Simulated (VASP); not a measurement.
# A VASP study of Pb (Lead) (PBEsol): structure first, properties next

What structure and properties does PBEsol give Pb (Lead), and how near are they to the measured ones? The steps: full relaxation (PBEsol), single point with fields (PBEsol), bands along the symmetry lines (PBEsol), total and projected DOS (PBEsol), core levels (PBEsol), volume scan with PBEsol, fit for PBEsol and field gradients at the nuclei (PBEsol). Left out of this account: 1 further run (relaxation: a spoilt try). The start is a cell from a database of measured crystal structures.

Calculated with VASP 6.6.1; PBEsol; plane waves and PAW (Pb_d).

**Measured values to reproduce.**

“Use of Cernox thermometers in AC specific heat measurements under pressure” (2019, arxiv:1901.05089) quotes from earlier work for Pb (elemental Pb, literature value): lattice constant a (cubic lattice constant) 4.95 Å [Passing remark in the paper's theory part; literature value without reference or stated …].

## (1) The structure

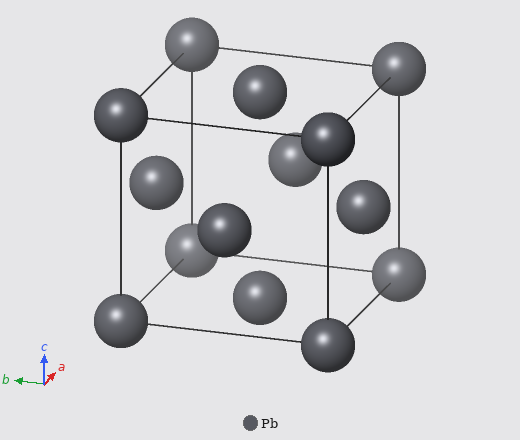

The cell as given, from a free direction (lead dark grey). This picture shows the conventional cell, with its axes. Some periodic images of atoms are drawn too.

Coordinates:

```
Pb
1.0
     0.00000    2.47502    2.47502
     2.47502    0.00000    2.47502
     2.47502    2.47502    0.00000
Pb
1
Direct
  0.00000 0.00000 0.00000
```

## (2) Full relaxation (PBEsol)

The start need not lie at this functional's minimum. ISIF = 3 frees volume, shape and positions, and EDIFFG sets the threshold on forces and stress at which the search stops. PBEsol restores the gradient expansion of exchange and is tuned for the cells of solids.

INCAR reads:

```
SYSTEM = Pb
PREC = Accurate
ENCUT = 400
EDIFF = 1E-06
NELM = 100
ISMEAR = 1
SIGMA = 0.2
LREAL = .FALSE.
ALGO = Normal
GGA = PS
NBANDS = 13
LORBIT = 11
LWAVE = .FALSE.
LCHARG = .FALSE.
KPAR = 2
IBRION = 2
NSW = 60
ISIF = 3
EDIFFG = -0.01
```

POSCAR reads:

```
Pb
1.0
    0.0000000000      2.4750200000      2.4750200000
    2.4750200000      0.0000000000      2.4750200000
    2.4750200000      2.4750200000      0.0000000000
Pb
1
Direct
    0.0000000000      0.0000000000      0.0000000000
```

KPOINTS reads:

```
Automatic mesh
0
Gamma
7 7 7
0 0 0
```

Potentials, in the order of the species: Pb_d (PBE family, release 64).

Run with:

```bash
$ mpirun -np 2 vasp_std
```

The program printed:

```text
[banner, memory and clock lines left out]
running    2 mpi-ranks, on    1 nodes
 distrk:  each k-point on    1 cores,    2 groups
 distr:  one band on    1 cores,    1 groups

 POSCAR found type information on POSCAR Pb
 POSCAR found :  1 types and       1 ions
|                                                                             |
|               ----> ADVICE to this user running VASP <----                  |
|                                                                             |
|     You enforced a specific xc type in the INCAR file but a different       |
|     [... a line on the potential file left out ...]
|     I HOPE YOU KNOW WHAT YOU ARE DOING!                                     |
|                                                                             |

 LDA part: xc-table for (Slater+PW92), standard interpolation
 POSCAR, INCAR and KPOINTS ok, starting setup
 FFT: planning ... GRIDC
 FFT: planning ... GRID_SOFT
 FFT: planning ... GRID
 WAVECAR not read
 entering main loop
       N       E                     dE             d eps       ncg     rms          rms(c)
DAV:   1     0.104702121500E+03    0.10470E+03   -0.60949E+03   525   0.103E+03
DAV:   2     0.837873761583E+00   -0.10386E+03   -0.10064E+03   545   0.291E+02
DAV:   3    -0.391695036241E+01   -0.47548E+01   -0.47444E+01   665   0.702E+01
DAV:   4    -0.402037416622E+01   -0.10342E+00   -0.10341E+00   647   0.108E+01
DAV:   5    -0.402468344840E+01   -0.43093E-02   -0.43091E-02   739   0.198E+00    0.566E-01
DAV:   6    -0.401180162738E+01    0.12882E-01   -0.16481E-02   645   0.232E+00    0.264E-01
DAV:   7    -0.400867791283E+01    0.31237E-02   -0.65788E-03   670   0.132E+00    0.870E-02
DAV:   8    -0.400847519054E+01    0.20272E-03   -0.35370E-04   760   0.312E-01    0.842E-03
DAV:   9    -0.400847457379E+01    0.61675E-06   -0.50372E-06   665   0.394E-02
   1 F= -.40084746E+01 E0= -.40085084E+01  d E =-.400847E+01
 curvature:   0.00 expect dE= 0.000E+00 dE for cont linesearch  0.000E+00
 trial: gam= 0.00000 g(F)=  0.147E-63 g(S)=  0.226E-04 ort = 0.000E+00 (trialstep = 0.100E+01)
 search vector abs. value=  0.226E-04
 bond charge predicted
       N       E                     dE             d eps       ncg     rms          rms(c)
DAV:   1    -0.400903396278E+01   -0.55877E-03   -0.14997E-02   660   0.245E+00    0.123E-01
DAV:   2    -0.400854351085E+01    0.49045E-03   -0.86752E-04   650   0.596E-01    0.432E-02
DAV:   3    -0.400847513584E+01    0.68375E-04   -0.24745E-04   727   0.300E-01    0.349E-03
DAV:   4    -0.400847606075E+01   -0.92492E-06   -0.39329E-06   625   0.196E-02
   2 F= -.40084761E+01 E0= -.40085170E+01  d E =-.148697E-05
 trial-energy change:   -0.000001  1 .order   -0.000016   -0.000023   -0.000010
 step:   1.8132(harm=  1.8132)  dis= 0.00000  next Energy=    -4.008495 (dE=-0.205E-04)
 reached required accuracy - stopping structural energy minimisation
```

Wall time 2.6 s (2 MPI ranks of Intel Xeon Platinum 8488C (Sapphire Rapids), shared host); peak memory 0.26 GiB; 3.9 s of CPU time.

Lines that name or quote the potential files are left out of all logs, and their timing lines are given in words.

OUTCAR, selected parts (step 2):

```text
ion  position               nearest neighbor table
   1  0.000  0.000  0.000-

  LATTYP: Found a face centered cubic cell.
 ALAT       =     4.9500400000

 Subroutine GETGRP returns: Found 48 space group operations
 (whereof 48 operations were pure point group operations)

The static configuration has the point symmetry O_h .

 Found     20 irreducible k-points:

   k-points           NKPTS =     20   k-points in BZ     NKDIM =     20   number of bands    NBANDS=     13

   dimension x,y,z NGX =    24 NGY =   24 NGZ =   24
   dimension x,y,z NGXF=    48 NGYF=   48 NGZF=   48

   ENCUT  =  400.0 eV  29.40 Ry    5.42 a.u.   5.71  5.71  5.71*2*pi/ulx,y,z

   NELECT =      14.0000    total number of electrons

 k-points in reciprocal lattice and weights: Automatic mesh
   0.00000000  0.00000000  0.00000000       0.003
   0.14285714  0.00000000  0.00000000       0.023
   0.28571429  0.00000000  0.00000000       0.023
   0.42857143  0.00000000  0.00000000       0.023
   0.14285714  0.14285714  0.00000000       0.017
   0.28571429  0.14285714  0.00000000       0.070
   0.42857143  0.14285714  0.00000000       0.070
  -0.42857143  0.14285714  0.00000000       0.070
  -0.28571429  0.14285714  0.00000000       0.070
[...]
-0.42857143  0.42857143  0.14285714       0.070
  -0.28571429  0.42857143  0.14285714       0.070

 average (electrostatic) potential at core
       1 -90.0520

 E-fermi :   7.0319

 k-point     1 :       0.0000    0.0000    0.0000
  band No.  band energies     occupation
    ...
      2      -9.8553      2.00000
      3      -9.8553      2.00000
      4      -9.7120      2.00000
      5      -9.7120      2.00000
      6      -4.6569      2.00000
      7      14.5493      0.00000
      8      14.5493      0.00000
      9      14.5493      0.00000
     10      16.8855      0.00000
     11      18.4605      0.00000
    ...

 k-point     2 :       0.1429    0.0000    0.0000
  band No.  band energies     occupation
    ...
      2      -9.8305      2.00000
      3      -9.8305      2.00000
      4      -9.7099      2.00000
      5      -9.7099      2.00000
      6      -4.2626      2.00000
      7      11.1751      0.00000
      8      14.1094      0.00000
      9      14.1094      0.00000
     10      16.3753      0.00000
     11      19.7917      0.00000
    ...

 k-point     3 :       0.2857    0.0000    0.0000
  band No.  band energies     occupation
    ...
      3      -9.8218      2.00000
      4      -9.6568      2.00000
      5      -9.6568      2.00000
      6      -3.0946      2.00000
      7       6.8458      2.03270
      8      13.3178      0.00000
      9      13.3178      0.00000
     10      16.0633      0.00000
     11      18.1903      0.00000
     12      19.1779      0.00000
    ...

  Total       -0.0056080     -0.0056080     -0.0056080     -0.0000000      0.0000000      0.0000000
  in kB       -0.2968494     -0.2968494     -0.2968494     -0.0000000      0.0000000      0.0000000
  external PRESSURE =      -0.2968494 kB  Pullay stress =       0.0000000 kB

  energy-cutoff  :      400.00
  volume of cell :       30.27
      direct lattice vectors                 reciprocal lattice vectors
     0.000000000  2.473527001  2.473527001    -0.202140506  0.202140506  0.202140506
     2.473527001 -0.000000000  2.473527001     0.202140506 -0.202140506  0.202140506
     2.473527001  2.473527001  0.000000000     0.202140506  0.202140506 -0.202140506

 POSITION                                       TOTAL-FORCE (eV/Angst)
 -----------------------------------------------------------------------------------
      2.47353      2.47353      4.94705        -0.000000     -0.000000      0.000000
 -----------------------------------------------------------------------------------
    total drift:                               -0.000000     -0.000000     -0.000000

  FREE ENERGIE OF THE ION-ELECTRON SYSTEM (eV)
  ---------------------------------------------------
  free  energy   TOTEN  =        -4.0084760608 eV

  energy  without entropy=       -4.0085988675  energy(sigma->0) =       -4.00851700

 reached required accuracy - stopping structural energy minimisation

 total charge
# of ion       s       p       d       tot
------------------------------------------
    1        1.400   0.741   9.806  11.947

[... 3 further parts left out ...]
```

CONTCAR:

```
Pb
   1.00000000000000
     0.0000000000000000    2.4735270011641735    2.4735270011641735
     2.4735270011641735   -0.0000000000000000    2.4735270011641735
     2.4735270011641735    2.4735270011641735    0.0000000000000000
  Pb
     1
Direct
     1.0000000000000000    1.0000000000000000    0.0000000000000000
```

The k-mesh is coarse for a metal. The PAW data sets were made with PBE, which is usual practice but a small mismatch for other functionals. The run keeps the 48 symmetry operations of its start, so it cannot find a distortion of lower symmetry.

Little changed from the start: no atom moved by 0.005 Å and no cell edge by 0.1 %.

Numbers from this step:

- electrons: 14
- bands: 13
- irreducible k-points: 20
- symmetry operations: 48
- free energy (TOTEN): -4.008 eV
- Fermi energy: 7.032 eV
- pressure: -0.02968 GPa
- metallic: yes
- SCF cycles over all ionic steps: 13

It ends with forces that vanish by symmetry and a pressure of -0.03 GPa. The volume lies -0.2 % from that of the database's start, which holds the thermal and zero-point expansion of its experiment.

## (3) Single point with fields (PBEsol)

The relaxed cell gets a fresh self-consistent run, on a basis set for its own volume, to fix the density and to check the remaining stress.

Edit INCAR of step 2 so:

```diff
@@ -13,7 +13,5 @@
 LWAVE = .FALSE.
-LCHARG = .FALSE.
-KPAR = 2
-IBRION = 2
-NSW = 60
-ISIF = 3
-EDIFFG = -0.01
+LCHARG = .TRUE.
+ISIF = 2
+LELF = .TRUE.
+LVHAR = .TRUE.
```

POSCAR reads:

```
Pb
1.0
    0.0000000000      2.4735270012      2.4735270012
    2.4735270012      0.0000000000      2.4735270012
    2.4735270012      2.4735270012      0.0000000000
Pb
1
Direct
    0.0000000000      0.0000000000      0.0000000000
```

KPOINTS is that of step 2.

Run with:

```bash
$ mpirun -np 2 vasp_std
```

The program printed:

```text
[banner, memory and clock lines left out]
running    2 mpi-ranks, on    1 nodes
 distrk:  each k-point on    2 cores,    1 groups
 distr:  one band on    1 cores,    2 groups

 POSCAR found type information on POSCAR Pb
 POSCAR found :  1 types and       1 ions
 [... a notice as in an earlier step ...]

 LDA part: xc-table for (Slater+PW92), standard interpolation
|                                                                             |
|           W    W    AA    RRRRR   N    N  II  N    N   GGGG   !!!           |
|           W    W   A  A   R    R  NN   N  II  NN   N  G    G  !!!           |
|           W    W  A    A  R    R  N N  N  II  N N  N  G       !!!           |
|           W WW W  AAAAAA  RRRRR   N  N N  II  N  N N  G  GGG   !            |
|           WW  WW  A    A  R   R   N   NN  II  N   NN  G    G                |
|           W    W  A    A  R    R  N    N  II  N    N   GGGG   !!!           |
|                                                                             |
|     The number of bands has been changed from the values supplied in        |
|     The orbitals not found in the WAVECAR file will be initialized with     |
|     random numbers, which is usually adequate. For correlated               |
|     calculations, however, you should redo the groundstate calculation.     |
|     I found NBANDS = 13. Now, NBANDS = 14.                                  |
|                                                                             |

 POSCAR, INCAR and KPOINTS ok, starting setup
 FFT: planning ... GRIDC
 FFT: planning ... GRID_SOFT
 FFT: planning ... GRID
 WAVECAR not read
 entering main loop
       N       E                     dE             d eps       ncg     rms          rms(c)
DAV:   1     0.100928265013E+03    0.10093E+03   -0.60319E+03   572   0.980E+02
DAV:   2     0.852349256000E+00   -0.10008E+03   -0.96335E+02   578   0.277E+02
DAV:   3    -0.391973621027E+01   -0.47721E+01   -0.47596E+01   704   0.657E+01
DAV:   4    -0.402039782881E+01   -0.10066E+00   -0.10064E+00   694   0.994E+00
DAV:   5    -0.402465507504E+01   -0.42572E-02   -0.42571E-02   750   0.192E+00    0.567E-01
DAV:   6    -0.401181570689E+01    0.12839E-01   -0.15612E-02   716   0.213E+00    0.265E-01
DAV:   7    -0.400866046637E+01    0.31552E-02   -0.64959E-03   746   0.125E+00    0.864E-02
DAV:   8    -0.400846489190E+01    0.19557E-03   -0.41471E-04   852   0.318E-01    0.101E-02
DAV:   9    -0.400846247546E+01    0.24164E-05   -0.10461E-05   710   0.569E-02    0.440E-03
DAV:  10    -0.400846233730E+01    0.13815E-06   -0.70770E-07   562   0.122E-02
   1 F= -.40084623E+01 E0= -.40085036E+01  d E =0.123738E-03
```

Run time: 2.2 s. Hardware: 2 MPI ranks; peak memory 0.22 GiB.

OUTCAR, selected parts (step 3):

```text
  LATTYP: Found a face centered cubic cell.
 ALAT       =     4.9470540024

The static configuration has the point symmetry O_h .

 Found     20 irreducible k-points:

   k-points           NKPTS =     20   k-points in BZ     NKDIM =     20   number of bands    NBANDS=     14

   ENCUT  =  400.0 eV  29.40 Ry    5.42 a.u.   5.70  5.70  5.70*2*pi/ulx,y,z

   NELECT =      14.0000    total number of electrons

 E-fermi :   7.0324

 k-point     1 :       0.0000    0.0000    0.0000
  band No.  band energies     occupation
    ...
      2      -9.8564      2.00000
      3      -9.8564      2.00000
      4      -9.7131      2.00000
      5      -9.7131      2.00000
      6      -4.6565      2.00000
      7      14.5503      0.00000
      8      14.5503      0.00000
      9      14.5503      0.00000
     10      16.8854      0.00000
     11      18.4608      0.00000
    ...

 k-point     2 :       0.1429    0.0000    0.0000
  band No.  band energies     occupation
    ...
      2      -9.8317      2.00000
      3      -9.8317      2.00000
      4      -9.7111      2.00000
      5      -9.7111      2.00000
      6      -4.2621      2.00000
      7      11.1758      0.00000
      8      14.1104      0.00000
      9      14.1104      0.00000
     10      16.3753      0.00000
     11      19.7920      0.00000
    ...

  Total        0.0040294      0.0040294      0.0040294     -0.0000000     -0.0000000     -0.0000000
  in kB        0.2132918      0.2132918      0.2132918     -0.0000000     -0.0000000     -0.0000000
  external PRESSURE =       0.2132918 kB  Pullay stress =       0.0000000 kB

  energy-cutoff  :      400.00
  volume of cell :       30.27
      direct lattice vectors                 reciprocal lattice vectors
     0.000000000  2.473527001  2.473527001    -0.202140506  0.202140506  0.202140506
     2.473527001  0.000000000  2.473527001     0.202140506 -0.202140506  0.202140506
     2.473527001  2.473527001  0.000000000     0.202140506  0.202140506 -0.202140506

 POSITION                                       TOTAL-FORCE (eV/Angst)
 -----------------------------------------------------------------------------------
      0.00000      0.00000      0.00000         0.000000     -0.000000      0.000000
 -----------------------------------------------------------------------------------
    total drift:                                0.000000      0.000000      0.000000

  FREE ENERGIE OF THE ION-ELECTRON SYSTEM (eV)
  ---------------------------------------------------
  free  energy   TOTEN  =        -4.0084623373 eV

  energy  without entropy=       -4.0085860754  energy(sigma->0) =       -4.00850358

 total charge
# of ion       s       p       d       tot
------------------------------------------
    1        1.399   0.740   9.807  11.946

[... 4 parts as in an earlier step ...]

[... 5 further parts left out ...]
```

This step gave:

- SCF cycles: 10
- bands: 14
- pressure: 0.02133 GPa

Valence electrons inside each PAW sphere by angular momentum. Sphere charges, by row:

```
atom  s (e)  p (e)  d (e)  tot (e)
 Pb1  1.399   0.74  9.807    11.95
```

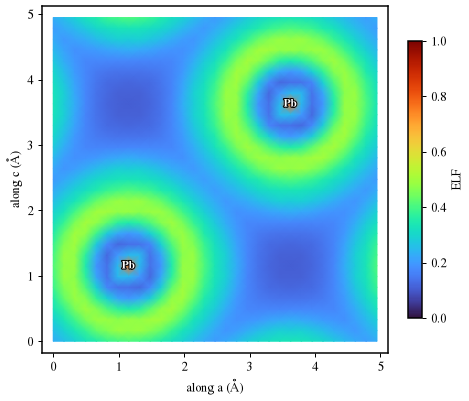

ELF in the ac plane of the conventional cell at fractional y = 0.000, with atoms of Pb within 0.2 Å of it. It is the smooth field of the valence electrons, not physical close to the nuclei. The map starts off the cell's origin, so that atoms lie inside it.

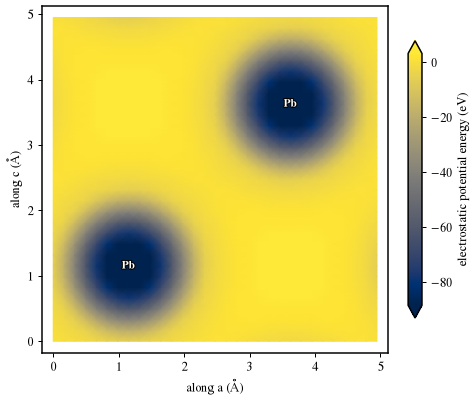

Electrostatic potential energy in the ac plane of the conventional cell at fractional y = 0.000, with atoms of Pb within 0.2 Å of it. With pseudopotentials it is smooth inside the atoms' cores, unlike the true potential. The map starts off the cell's origin, so that atoms lie inside it.

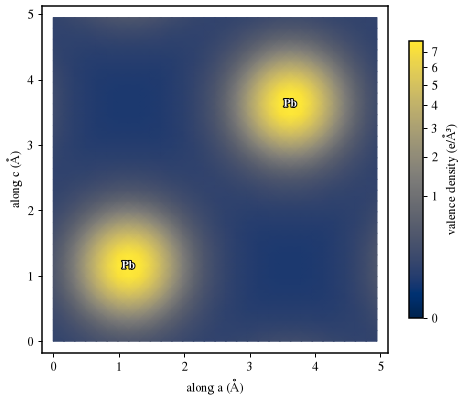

Valence density in the ac plane of the conventional cell at fractional y = 0.000, with atoms of Pb within 0.2 Å of it. It is the smooth field of the valence electrons, not physical close to the nuclei. The map starts off the cell's origin, so that atoms lie inside it. The colour scale is stretched toward low values.

In this run the pressure is 0.02 GPa, small enough to go on.

(Part 1 of 4 ends here.)

[Lines on the potential files, build, host, timing and source positions are cut from VASP's logs without a mark.]

[Logs are printed without paths, hosts, clocks, repeated set-up lines and the standing remarks that a program may print on its own settings, such as how far it seeks lower states.]

[Hosts, paths, dates, database ids (printed as entryN), source tags and the programs' standing remarks are cut or masked in the printed files.]

[A measured line is paired with the nearest computed mode of its activity, which favours agreement.]
